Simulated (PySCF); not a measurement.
**C₃H₄ClO₂Si: EPR calculation**

C₃H₄ClO₂Si, multiplicity 2, SMILES ClC1=[C]O[SiH2]OC1, computed with UKS B3LYP, pcH-1 on C Cl H O Si, non-relativistic, mean-field spin-orbit, GIAO (PySCF 2.14.0).

It belongs to a series of runs on one base structure; here: H removed from sp2 C.

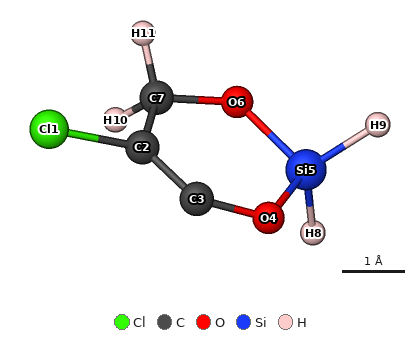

Fig. 1: The structure as given in the input (ball-and-stick view, seen at a tilt; atoms are numbered from 1 in the order of the input). Bond lengths as drawn: C–C 1.31 to 1.53 Å, C–Cl 1.72 Å, C–H 1.10 Å, C–O 1.30 to 1.39 Å, H–Si 1.45 Å and O–Si 1.62 to 1.67 Å.

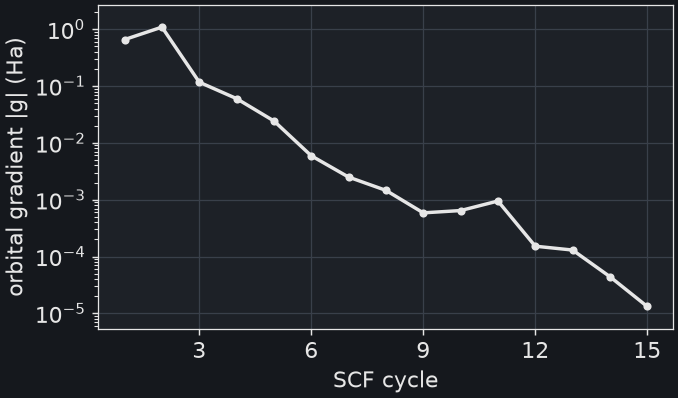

Fig. 2: Convergence of the self-consistent field: orbital gradient |g| against the SCF cycle. All cycles printed in the log are drawn one after another.

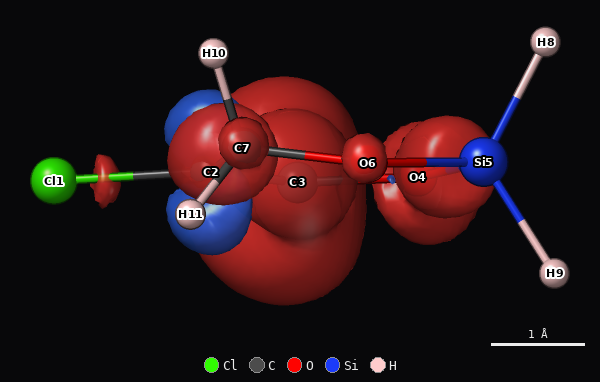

Fig. 3: Isosurfaces of the spin density at +0.02 (red) and −0.02 e/Å³ (blue), seen from the side. The unpaired spin (1 electron) lies mostly on C3 (about 0.7) and O4 (about 0.1), in electrons by Hirshfeld's partition.

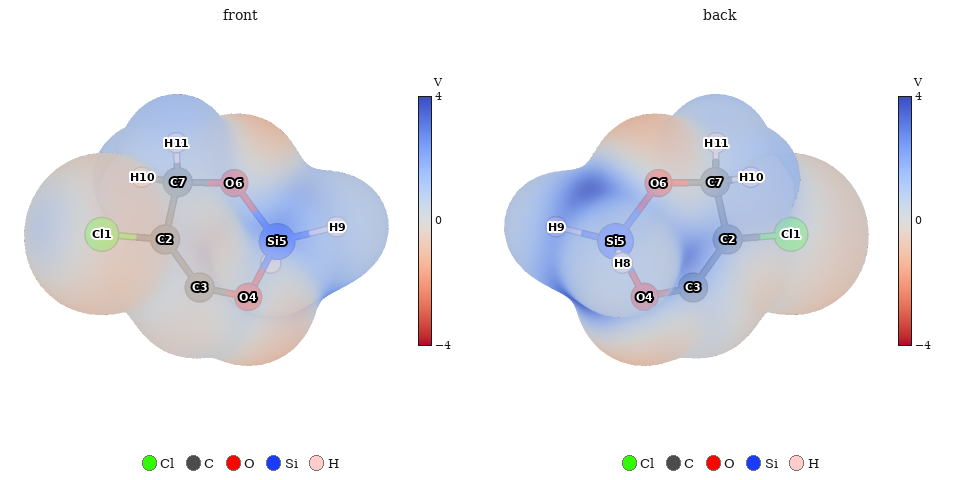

Fig. 4: The electrostatic potential painted on the density surface at 0.004 e/bohr³, seen at a tilt and from behind; the colour scale runs from red (negative) to blue (positive).

These pictures come from the run below.

The input:
```
{"job": {"kind": "epr", "basis": "pcH-1"}, "charge": 0, "multiplicity": 2}
Cl    -2.454111    -1.883014     0.066109
C     -0.960348    -1.026510    -0.032654
C      0.191714    -1.585025    -0.291277
O      1.376136    -1.051246    -0.394497
Si     1.606418     0.571085    -0.093261
O      0.141671     1.112329     0.350781
C     -1.089084     0.478080     0.198127
H      2.033161     1.125445    -1.366928
H      2.455248     0.691722     1.073581
H     -1.625930     0.925015    -0.649335
H     -1.669451     0.644789     1.113391
```

The first line tells a small driver script what to run in PySCF; the rest is the geometry in Å.

Command:
```bash
OMP_NUM_THREADS=1 python <driver script> task.json out
```

Log:
```
UKS, coarse grid
  cycle   1  E = -1016.70522566  |g| = 6.58e-01
  cycle   2  E = -1016.43194560  |g| = 1.09e+00
  cycle   3  E = -1016.83716994  |g| = 1.17e-01
  cycle   4  E = -1016.84178148  |g| = 6.01e-02
  cycle   5  E = -1016.84322743  |g| = 2.43e-02
  cycle   6  E = -1016.84349652  |g| = 5.93e-03
  cycle   7  E = -1016.84352711  |g| = 2.50e-03
  cycle   8  E = -1016.84353615  |g| = 1.46e-03
  cycle   9  E = -1016.84354064  |g| = 5.87e-04
UKS, final grid
  cycle   1  E = -1016.84351313  |g| = 6.44e-04
  cycle   2  E = -1016.84351316  |g| = 9.48e-04
  cycle   3  E = -1016.84351351  |g| = 1.52e-04
  cycle   4  E = -1016.84351357  |g| = 1.30e-04
  cycle   5  E = -1016.84351360  |g| = 4.42e-05
  cycle   6  E = -1016.84351360  |g| = 1.32e-05
E = -1016.84351360 Eh   <S^2> = 0.7588 (exact 0.7500)
g shifts (ppm)      1          2          3
  rmc          -207       -207       -207
  gc             22        -97         10
  oz_so       -1812        762       1147
  total       -1997        458        950
hyperfine (MHz)  atom isotope    a_iso     a_fc   dipolar eigenvalues
    0  35Cl       8.31       8.11     -6.71     -2.52      9.23
    1   13C      22.04      22.21    -25.15     -4.79     29.94
    2   13C     509.63     509.70    -75.86    -53.12    128.98
    3   17O    -116.71    -116.70    -35.37     15.52     19.85
    4  29Si     -33.94     -34.02    -14.56      7.23      7.33
    5   17O      -2.96      -2.96     -4.07      1.84      2.23
    6   13C      27.93      27.94     -6.51     -5.91     12.42
    7    1H       4.69       4.69     -2.05     -1.70      3.75
    8    1H       0.82       0.82     -1.96     -1.73      3.68
    9    1H      -5.89      -5.89     -3.54     -0.98      4.51
   10    1H       3.64       3.63     -3.55     -0.77      4.32
```

Results in brief:

- outcome: converged
- total energy: −1016.843514 hartree
- ⟨S²⟩: 0.759
- isotropic g: 2.0021
- hardware: 1 CPU thread, shared host
- wall time: 59 s
- peak memory: 0.9 GiB
